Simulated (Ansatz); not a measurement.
**A ladder of methods for C3H11AlO (SMILES C[Al-](C)(C)[OH2+])**

C3H11AlO: 16 atoms, total charge 0, spin state singlet. SMILES: `C[Al-](C)(C)[OH2+]`. Geometry: relaxed at PBE0-D4/def2-TZVP. This is one conformer, not always the lowest.

Each level gives the electronic atomisation energy (eV). The values are calculated. Electronic energies at fixed atoms, without zero-point motion or spin-orbit coupling.

```
                                level                    kind  program  value (eV)  CPU time (all runs)
   SVWN5/6-31G* (spherical functions)                     LDA   Ansatz       66.73                8.9 s
  revPBE/6-31G* (spherical functions)                     GGA   Ansatz       57.82                 14 s
  r2SCAN/6-31G* (spherical functions)                meta-GGA   Ansatz       59.14                 29 s
   BHLYP/6-31G* (spherical functions)           global hybrid   Ansatz       57.53                 15 s
 r2SCAN0/6-31G* (spherical functions)         hybrid meta-GGA   Ansatz       58.57                 29 s
   wB97X/6-31G* (spherical functions)  range-separated hybrid   Ansatz       59.25                 57 s
RPA@PBE0/6-31G* (spherical functions)                     RPA   Ansatz       53.22                 25 s
     MP2/6-31G* (spherical functions)     perturbation theory   Ansatz       54.07                5.4 s
 BCCD(T)/6-31G* (spherical functions)   coupled cluster or CI   Ansatz       53.72                 60 s
```

Correlated wave functions underbind in double-zeta sets. The values span 53.22 to 66.73 eV. Times are those of the runs behind each value, whatever else they computed, on shared processors of several kinds: orders of magnitude only.

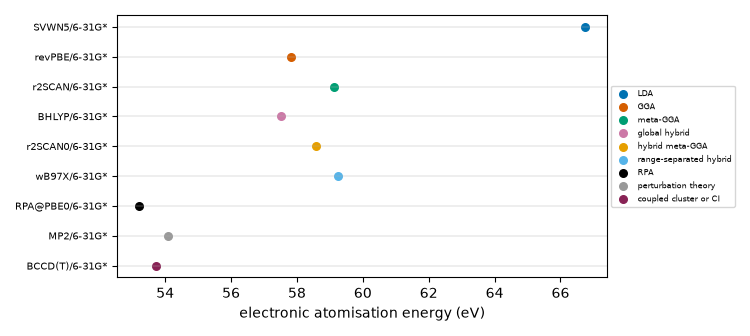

The values of the table, level by level.
